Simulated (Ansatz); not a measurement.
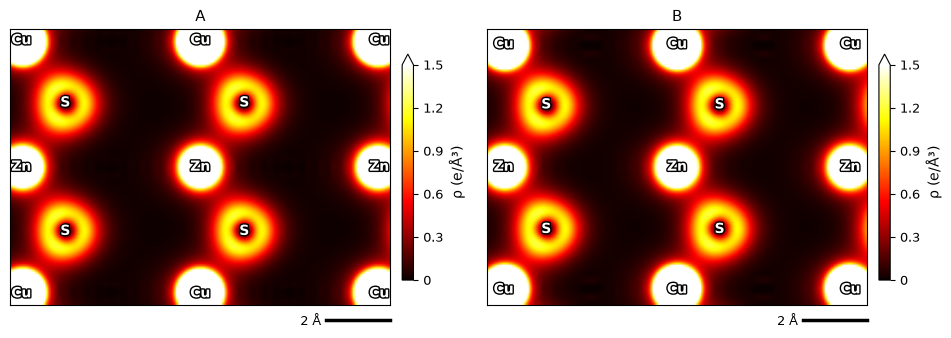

Zn3CuS4. The valence pseudo-density of two cells that differ in size, on the (11̄0) plane of each (indices in the axes of the calculation cell), at one length scale and on one colour scale: A has 21.5 Å³ an atom and B 19.6.

Space group P-43m; a generated structure, not necessarily the stable one; computed without spin polarisation.

Theory: DFT PBE, scalar-relativistic, plane waves, PAW (Ansatz 0.2.0).

The density is the valence pseudo-density of a PAW calculation; it isn't the true density close to the nuclei.

Question: What changes from the larger cell to the smaller?

Answer: From the larger cell to the smaller, Zn–S goes from 2.42 to 2.35 Å, and the density at its midpoint from 0.45 to 0.51 e/Å³; Cu–S goes from 2.37 to 2.30 Å, and the density at its midpoint from 0.47 to 0.54 e/Å³; the pressure goes from −5 to 0.0 GPa.
